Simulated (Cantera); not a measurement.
Feed: 1 mol C, a varied amount of CO2, at 2825 K and 92.0 mbar.

Equilibrium computed with Cantera from the NASA thermochemical tables; the gas is ideal and each condensed phase is pure. Candidate condensed phases: C; 12 gas species. Rates play no part.

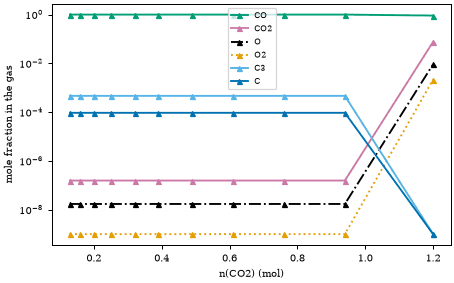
Figure. Equilibrium gas composition (values under 1e-9 drawn at 1e-9)

Read off the mole fractions at 0.94 mol CO2.

CO about 1.00, C3 about 0.00047, C about 9.4e-5, CO2 about 1.6e-7, O about 1.7e-8.
